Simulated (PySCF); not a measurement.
**C₄H₃N₂O₃S (SMILES O=S(=O)(O)c1c[c]cnn1) (doublet): density, localisation and related maps**

```xyz
13

O    -2.2825    0.6963    1.4461
S    -1.8911    0.0326    0.2445
O    -2.4618    0.4161   -0.9996
O    -2.1035   -1.5395    0.4437
C    -0.1017    0.1061    0.0884
C     0.5112    0.7513   -0.9896
C     1.8798    0.7596   -0.9837
C     2.5588    0.1471    0.0475
N     1.8742   -0.4540    1.0156
N     0.6017   -0.4654    1.0285
H    -2.1122   -1.7502    1.3796
H    -0.1100    1.1917   -1.7529
H     3.6327    0.1089    0.1357
```

Geometry: GFN2-xTB.

Computed with UKS B3LYP, pcH-1 on C H N O S, non-relativistic, mean-field spin-orbit, GIAO (PySCF).

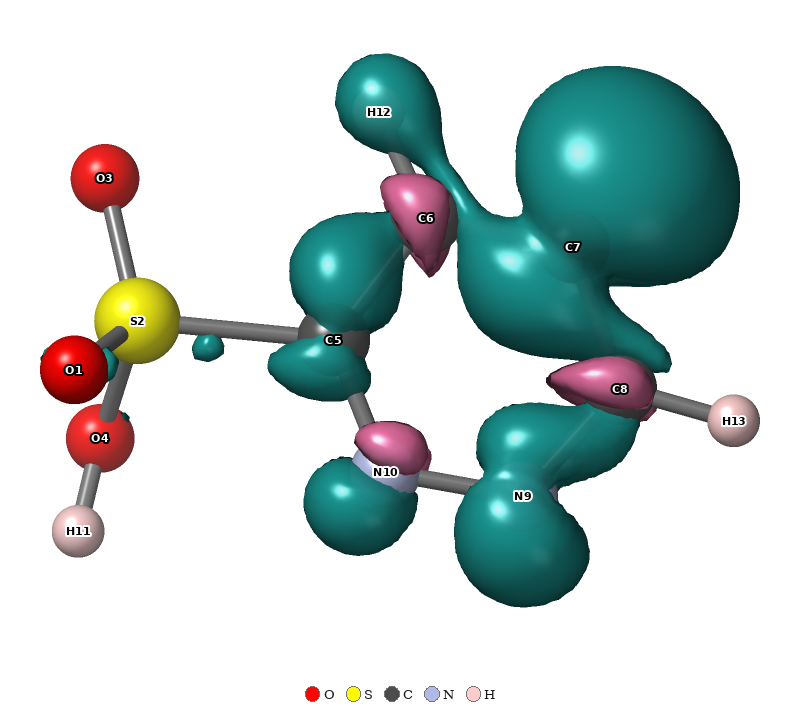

Figure 1. Isosurfaces of the spin density at +0.015 (teal) and −0.015 e/Å³ (pink), seen across its widest extent.

### Which atoms carry the spin?

The unpaired spin (1 electron) lies mostly on C7 (about 0.7) and N9 (about 0.1), in electrons by Hirshfeld's partition.

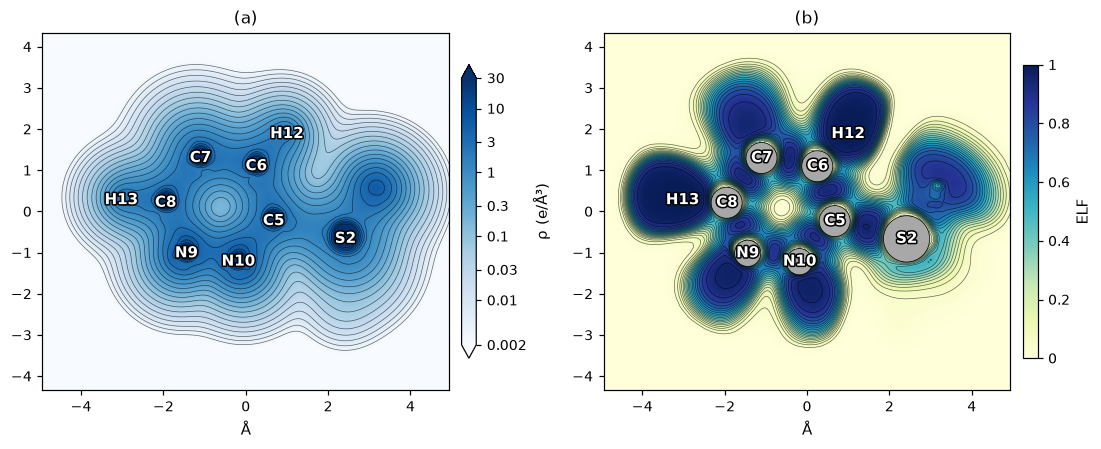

Figure 2. (a) total electron density; (b) electron localisation function on the plane of atoms S2, C5 and C6. Grey discs cover the atomic cores in the ELF map.

### What does the map show?

- The section cuts through S, C, N and H sites.
- N–N (1.27 Å): the density is about 2.8 e/Å³ at the midpoint; the ELF peaks at about 0.90 between the atoms; localised, covalent bonding.
- C–N (1.31 Å): ρ is about 2.7 e/Å³ halfway; the ELF peaks at about 0.90 between the atoms, as expected for localised, covalent bonding.
- C–C (1.37 Å): ρ is about 2.1 e/Å³ halfway; the ELF peaks at about 0.95 between the atoms (a covalent bond).
- C–S (1.80 Å): the density is about 1.4 e/Å³ at the midpoint; the ELF peaks at about 0.95 between the atoms: localised, covalent bonding.
- The ELF also peaks beside N10, N9, O3 and C7, away from the bonds: non-bonding electrons, paired or unpaired.

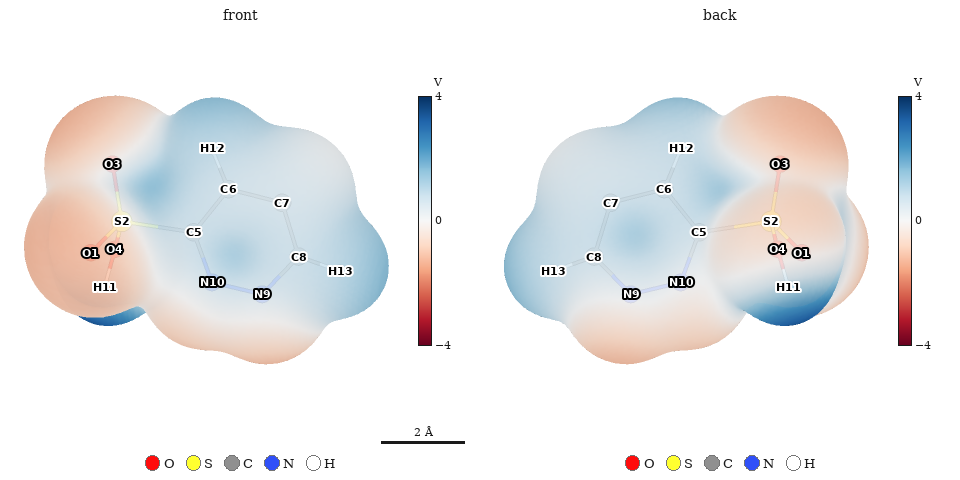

Figure 3. The electrostatic potential painted on the density surface at 0.002 e/bohr³, seen from the front and from behind; red is negative and blue positive.

### Where is the surface potential most negative and most positive?

The most negative region (about −1.3 V, or −30 kcal/mol for a unit charge) lies over O1 and O3, the most positive (about +3.2 V, or +74 kcal/mol for a unit charge) over H11.
